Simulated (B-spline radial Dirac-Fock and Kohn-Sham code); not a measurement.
The lutetium atom, configuration [Xe] 4f14 5d2 6s1, which is not the ground configuration. The calculation used Thomson × f² and Klein–Nishina × S on Dirac–Fock densities, without anomalous dispersion (a radial B-spline solver).

Before looking at the plot, say what to expect. Its caption: Coherent and incoherent photon scattering cross sections against photon energy, computed at the marked points and joined by straight lines.

Coherent scattering falls from 3210 b at 1.00 keV to 0.669 b at 1.00 MeV. Incoherent scattering is largest at 50.0 keV among the points computed (29.3 b), and it overtakes the coherent part between 50.0 keV and 200 keV.

The computed plot:

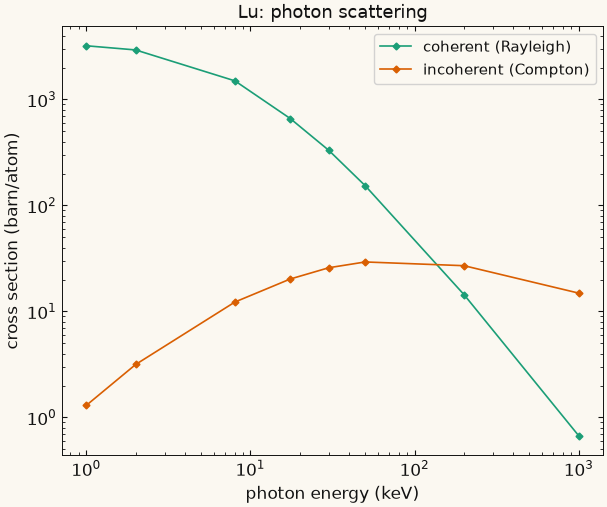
